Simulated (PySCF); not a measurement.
## C6H10GaNO: geometry relaxation (part 2 of 2)

Continued. System: C6H10GaNO, SMILES C[O][GaH2-][n+]1ccccc1. Method: PBE0-D3(BJ)/def2-SVP geometry optimisation, gas phase (PySCF 2.14.0). It belongs to a series of runs on one base structure; here: H on Ga replaced by OCH3.

Geometry of the input (Å):
```
C  3.1979  0.8791  0.0208
O  2.2746  -0.1600  -0.1702
Ga 1.2958  -1.5539  -0.4331
N  -0.5139  -0.7122  0.0307
C  -1.2189  -0.0637  -0.9114
C  -2.3241  0.7274  -0.6071
C  -2.7198  0.8133  0.7178
C  -2.0009  0.1362  1.6860
C  -0.9245  -0.6163  1.3203
H  3.7032  1.1255  -0.9047
H  3.9063  0.6518  0.7933
H  2.6416  1.8041  0.3404
H  1.4303  -2.6134  0.6690
H  1.1168  -1.9171  -1.9070
H  -0.8409  -0.1863  -1.9102
H  -2.8450  1.2611  -1.3805
H  -3.5834  1.4275  0.9834
H  -2.3108  0.1890  2.7359
H  -0.3149  -1.1852  2.0082
```

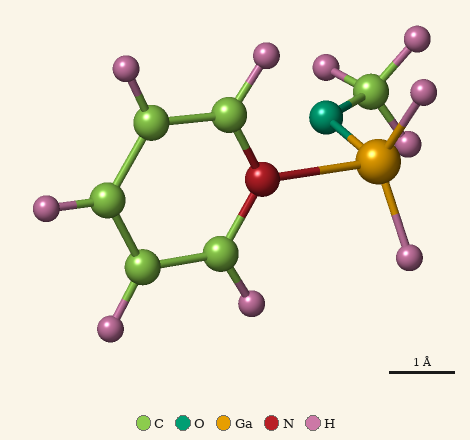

Fig. 1: The geometry at step 11 of the log (ball-and-stick view, seen at a tilt).

**Trajectory as extended XYZ, continued**
```
19
Properties=species:S:1:pos:R:3:forces:R:3 step=7 energy=-62268.45841
C     3.5779    0.5410   -0.0724    0.1926   0.2132   0.0772
O     2.2027    0.5651    0.0910   -0.0632  -0.4320  -0.1355
Ga    1.3982   -1.0516   -0.2994   -0.2857   0.3090   0.1336
N    -0.5480   -0.3416    0.1117    0.0538  -0.2071  -0.0571
C    -1.3001    0.1446   -0.8790   -0.1794   0.0548   0.4023
C    -2.5878    0.6000   -0.6204   -0.1638   0.1437  -0.3252
C    -3.1030    0.5483    0.6730    0.0064   0.0017   0.0279
C    -2.3094    0.0391    1.6972    0.1004   0.0237  -0.3248
C    -1.0347   -0.3962    1.3549    0.2753  -0.0958   0.2504
H     3.9004    0.3022   -1.1101   -0.0040   0.0401  -0.0310
H     4.0912   -0.1954    0.5858    0.0051   0.0177   0.0319
H     4.0091    1.5317    0.1720    0.0213  -0.0319  -0.0220
H     1.5698   -2.1470    0.8314    0.0236   0.0024  -0.0445
H     1.2738   -1.3580   -1.8489    0.0351  -0.0178   0.0342
H    -0.8519    0.1639   -1.8763   -0.0180  -0.0142   0.0326
H    -3.1850    0.9973   -1.4423   -0.0402   0.0116  -0.0098
H    -4.1151    0.9030    0.8817   -0.0050   0.0109  -0.0412
H    -2.6615   -0.0244    2.7281    0.0301  -0.0066  -0.0166
H    -0.3564   -0.8110    2.1049    0.0155  -0.0233   0.0175
19
Properties=species:S:1:pos:R:3:forces:R:3 step=8 energy=-62268.49976
C     3.5751    0.5964   -0.0617    0.0464  -0.0106  -0.0216
O     2.2032    0.4618    0.0554   -0.0418  -0.0974  -0.0110
Ga    1.3654   -1.1283   -0.3227   -0.0584   0.1892   0.0716
N    -0.5573   -0.3918    0.1210    0.1606  -0.1848  -0.0921
C    -1.3042    0.1173   -0.8633    0.0340   0.0340   0.0404
C    -2.5782    0.6211   -0.6327    0.0565  -0.0316   0.0791
C    -3.0733    0.5815    0.6683   -0.0728   0.0379   0.0122
C    -2.2859    0.0486    1.6866    0.0043  -0.0145   0.0706
C    -1.0218   -0.4356    1.3730   -0.0933   0.1237  -0.1634
H     3.9497    0.4234   -1.0948    0.0008   0.0166  -0.0039
H     4.1473   -0.0953    0.5959   -0.0071   0.0228   0.0132
H     3.8869    1.6225    0.2146   -0.0174  -0.0142   0.0067
H     1.5384   -2.2325    0.7976    0.0007  -0.0214  -0.0129
H     1.2112   -1.4304   -1.8692    0.0067  -0.0265   0.0027
H    -0.8526    0.1158   -1.8591    0.0093  -0.0208   0.0090
H    -3.1623    1.0333   -1.4571   -0.0012  -0.0059   0.0128
H    -4.0717    0.9668    0.8884   -0.0066   0.0010   0.0145
H    -2.6426    0.0040    2.7166   -0.0211   0.0080   0.0037
H    -0.3571   -0.8678    2.1260    0.0003  -0.0057  -0.0316
19
Properties=species:S:1:pos:R:3:forces:R:3 step=9 energy=-62268.48654
C     3.5535    0.6460   -0.0433   -0.0317  -0.0144   0.0345
O     2.2021    0.3700    0.0305   -0.1426   0.0269   0.0174
Ga    1.3477   -1.2096   -0.3367    0.1763   0.1007  -0.0012
N    -0.5638   -0.4537    0.0754   -0.0557  -0.0089   0.0344
C    -1.3088    0.0813   -0.8944   -0.1126   0.0386   0.2519
C    -2.5536    0.6315   -0.6110   -0.2084   0.1637  -0.3230
C    -3.0430    0.6300    0.6935    0.1700  -0.0730  -0.0110
C    -2.2552    0.0684    1.6950    0.0071   0.0183  -0.1921
C    -1.0234   -0.4610    1.3296    0.2537  -0.1385   0.2627
H     3.9800    0.5168   -1.0620    0.0071  -0.0455   0.0190
H     4.1699    0.0326    0.6502    0.0037  -0.0393  -0.0536
H     3.7426    1.7012    0.2375   -0.0280  -0.0075  -0.0151
H     1.4933   -2.3062    0.7961   -0.0164  -0.0088  -0.0006
H     1.2155   -1.5409   -1.8795   -0.0171  -0.0059  -0.0050
H    -0.8853    0.0605   -1.9024   -0.0302   0.0069   0.0140
H    -3.1397    1.0649   -1.4225   -0.0228   0.0110  -0.0287
H    -4.0202    1.0600    0.9261    0.0106   0.0015  -0.0391
H    -2.5842    0.0369    2.7349    0.0409  -0.0135  -0.0028
H    -0.3572   -0.9177    2.0660   -0.0039  -0.0124   0.0382
19
Properties=species:S:1:pos:R:3:forces:R:3 step=10 energy=-62268.49926
C     3.5697    0.6193   -0.0505   -0.0037  -0.0164   0.0229
O     2.2062    0.4093    0.0431   -0.0534  -0.0036   0.0030
Ga    1.3568   -1.1724   -0.3280    0.0763   0.1238   0.0071
N    -0.5577   -0.4182    0.0891   -0.0582  -0.0610   0.0125
C    -1.3107    0.1030   -0.8823   -0.0513   0.0455   0.0926
C    -2.5715    0.6256   -0.6184   -0.1043   0.0846  -0.1657
C    -3.0646    0.6052    0.6844    0.1050  -0.0405  -0.0103
C    -2.2705    0.0594    1.6900    0.0098   0.0154  -0.1085
C    -1.0223   -0.4421    1.3407    0.1538  -0.0631   0.1944
H     3.9765    0.4642   -1.0741   -0.0147  -0.0141   0.0080
H     4.1670   -0.0266    0.6304   -0.0125  -0.0186  -0.0200
H     3.8145    1.6636    0.2256   -0.0182  -0.0003  -0.0110
H     1.5077   -2.2701    0.8025   -0.0144  -0.0150  -0.0052
H     1.2215   -1.4949   -1.8722   -0.0097  -0.0166  -0.0032
H    -0.8776    0.0943   -1.8862   -0.0215  -0.0018   0.0018
H    -3.1602    1.0465   -1.4348   -0.0098   0.0043  -0.0171
H    -4.0536    1.0097    0.9132    0.0082   0.0010  -0.0219
H    -2.6078    0.0195    2.7270    0.0246  -0.0096  -0.0028
H    -0.3531   -0.8846    2.0832   -0.0059  -0.0142   0.0235
19
Properties=species:S:1:pos:R:3:forces:R:3 step=11 energy=-62268.50551
C     3.5547    0.6146   -0.0479    0.0199  -0.0011   0.0077
O     2.1880    0.4298    0.0521   -0.0372  -0.0160   0.0022
Ga    1.3607   -1.1598   -0.3277   -0.0053   0.0684   0.0017
N    -0.5550   -0.4234    0.0954   -0.0642  -0.0439   0.0009
C    -1.3077    0.1005   -0.8754    0.0272   0.0246  -0.0704
C    -2.5691    0.6289   -0.6274    0.0172  -0.0035   0.0232
C    -3.0551    0.6069    0.6777    0.0094  -0.0052  -0.0038
C    -2.2636    0.0597    1.6849    0.0005   0.0069   0.0002
C    -1.0144   -0.4479    1.3489    0.0227   0.0115   0.0562
H     3.9510    0.4543   -1.0747   -0.0039   0.0023   0.0009
H     4.1426   -0.0485    0.6242   -0.0011  -0.0016  -0.0016
H     3.8192    1.6529    0.2304    0.0040   0.0018  -0.0042
H     1.5192   -2.2632    0.7966    0.0029  -0.0122  -0.0077
H     1.2220   -1.4771   -1.8731    0.0090  -0.0154  -0.0009
H    -0.8706    0.0881   -1.8773   -0.0063  -0.0042  -0.0094
H    -3.1549    1.0490   -1.4465    0.0062  -0.0019  -0.0019
H    -4.0430    1.0131    0.9080    0.0016  -0.0003   0.0012
H    -2.6052    0.0235    2.7205    0.0038  -0.0013   0.0000
H    -0.3485   -0.8907    2.0943   -0.0066  -0.0089   0.0058
19
Properties=species:S:1:pos:R:3:forces:R:3 step=12 energy=-62268.50626
C     3.5361    0.6241   -0.0425    0.0020   0.0149  -0.0067
O     2.1702    0.4308    0.0534   -0.0580  -0.0276   0.0068
Ga    1.3545   -1.1645   -0.3336    0.0261   0.0399   0.0274
N    -0.5615   -0.4452    0.0988    0.0804  -0.0803  -0.0390
C    -1.3009    0.0845   -0.8801   -0.0128   0.0097   0.1149
C    -2.5533    0.6313   -0.6300   -0.0055   0.0073  -0.0131
C    -3.0366    0.6192    0.6761   -0.0306   0.0208   0.0057
C    -2.2557    0.0652    1.6878    0.0024  -0.0113   0.0173
C    -1.0142   -0.4624    1.3562   -0.0233   0.0585  -0.1134
H     3.9315    0.4763   -1.0712    0.0182  -0.0113   0.0008
H     4.1257   -0.0419    0.6251    0.0084   0.0012  -0.0094
H     3.7951    1.6622    0.2430   -0.0030  -0.0103   0.0055
H     1.5283   -2.2759    0.7814    0.0061  -0.0046  -0.0044
H     1.2190   -1.4799   -1.8802    0.0039  -0.0024   0.0018
H    -0.8629    0.0619   -1.8818    0.0041  -0.0093   0.0128
H    -3.1342    1.0587   -1.4487   -0.0080   0.0006   0.0034
H    -4.0179    1.0413    0.9048   -0.0046   0.0018   0.0027
H    -2.5996    0.0383    2.7228   -0.0082   0.0051   0.0028
H    -0.3535   -0.9130    2.1017    0.0024  -0.0025  -0.0161
19
Properties=species:S:1:pos:R:3:forces:R:3 step=13 energy=-62268.50768
C     3.5262    0.6266   -0.0359   -0.0040  -0.0005  -0.0063
O     2.1601    0.4296    0.0574   -0.0150   0.0022   0.0077
Ga    1.3570   -1.1691   -0.3343    0.0126   0.0000   0.0029
N    -0.5611   -0.4556    0.0903   -0.0033  -0.0292  -0.0115
C    -1.3042    0.0789   -0.8827    0.0076   0.0071   0.0111
C    -2.5527    0.6341   -0.6304    0.0087  -0.0044   0.0115
C    -3.0316    0.6275    0.6774   -0.0125   0.0084   0.0018
C    -2.2484    0.0693    1.6852   -0.0012  -0.0024   0.0116
C    -1.0114   -0.4659    1.3479   -0.0059   0.0259  -0.0325
H     3.9252    0.4769   -1.0631    0.0090  -0.0012  -0.0001
H     4.1161   -0.0378    0.6330    0.0059   0.0022  -0.0005
H     3.7823    1.6652    0.2493   -0.0030  -0.0047   0.0032
H     1.5320   -2.2810    0.7804    0.0030  -0.0001  -0.0032
H     1.2320   -1.4871   -1.8813    0.0033   0.0007   0.0021
H    -0.8708    0.0528   -1.8861    0.0004  -0.0033   0.0009
H    -3.1338    1.0632   -1.4481   -0.0001  -0.0007   0.0014
H    -4.0093    1.0560    0.9102   -0.0013   0.0005   0.0025
H    -2.5869    0.0460    2.7221   -0.0030   0.0015   0.0009
H    -0.3507   -0.9190    2.0917   -0.0013  -0.0021  -0.0035
19
Properties=species:S:1:pos:R:3:forces:R:3 step=14 energy=-62268.50818
C     3.5120    0.6319   -0.0272   -0.0075   0.0076  -0.0014
O     2.1467    0.4250    0.0609    0.0101   0.0094   0.0041
Ga    1.3578   -1.1784   -0.3375    0.0068  -0.0258  -0.0074
N    -0.5631   -0.4716    0.0825   -0.0238   0.0018   0.0002
C    -1.3053    0.0689   -0.8877    0.0053  -0.0003  -0.0104
C    -2.5473    0.6371   -0.6314    0.0045  -0.0015   0.0063
C    -3.0214    0.6394    0.6782   -0.0006  -0.0008   0.0001
C    -2.2394    0.0754    1.6836   -0.0015   0.0027   0.0028
C    -1.0093   -0.4727    1.3414    0.0049   0.0033   0.0020
H     3.9172    0.4874   -1.0527   -0.0007  -0.0021   0.0002
H     4.1052   -0.0284    0.6429   -0.0004  -0.0023   0.0015
H     3.7582    1.6719    0.2612    0.0032   0.0014   0.0026
H     1.5366   -2.2921    0.7747    0.0004   0.0030  -0.0002
H     1.2425   -1.4965   -1.8852    0.0007   0.0047   0.0007
H    -0.8766    0.0365   -1.8929   -0.0005  -0.0001  -0.0018
H    -3.1273    1.0697   -1.4480    0.0012   0.0003   0.0000
H    -3.9936    1.0789    0.9140    0.0001  -0.0001   0.0004
H    -2.5728    0.0584    2.7223   -0.0003  -0.0003  -0.0005
H    -0.3499   -0.9300    2.0838   -0.0017  -0.0009   0.0008
19
Properties=species:S:1:pos:R:3:forces:R:3 step=15 energy=-62268.50832
C     3.5032    0.6361   -0.0203   -0.0050  -0.0083  -0.0046
O     2.1389    0.4218    0.0636    0.0046   0.0125   0.0045
Ga    1.3584   -1.1848   -0.3402    0.0039  -0.0218  -0.0060
N    -0.5650   -0.4817    0.0782   -0.0150   0.0080   0.0021
C    -1.3057    0.0618   -0.8913    0.0014  -0.0023  -0.0057
C    -2.5433    0.6385   -0.6329   -0.0002   0.0004  -0.0006
C    -3.0146    0.6468    0.6777    0.0027  -0.0015  -0.0003
C    -2.2339    0.0797    1.6824   -0.0008   0.0012  -0.0012
C    -1.0082   -0.4769    1.3381    0.0058  -0.0021   0.0066
H     3.9114    0.4950   -1.0451    0.0023   0.0031   0.0006
H     4.0973   -0.0235    0.6496    0.0028   0.0022   0.0028
H     3.7443    1.6766    0.2710   -0.0016  -0.0013   0.0016
H     1.5396   -2.3000    0.7701   -0.0005   0.0037   0.0012
H     1.2477   -1.5009   -1.8885   -0.0004   0.0061   0.0000
H    -0.8796    0.0251   -1.8975   -0.0003   0.0008  -0.0011
H    -3.1223    1.0735   -1.4490    0.0007   0.0002  -0.0003
H    -3.9832    1.0932    0.9149    0.0003  -0.0001  -0.0005
H    -2.5647    0.0672    2.7220    0.0002  -0.0007  -0.0003
H    -0.3500   -0.9367    2.0800   -0.0008   0.0000   0.0013
```

**Key numbers**

```csv
quantity,value
outcome,converged
total energy,−2288.325493 hartree
dipole moment,6.34 D
point group,C1
hardware,"1 CPU thread, shared host"
wall time,6.5 min
peak memory,0.9 GiB
```
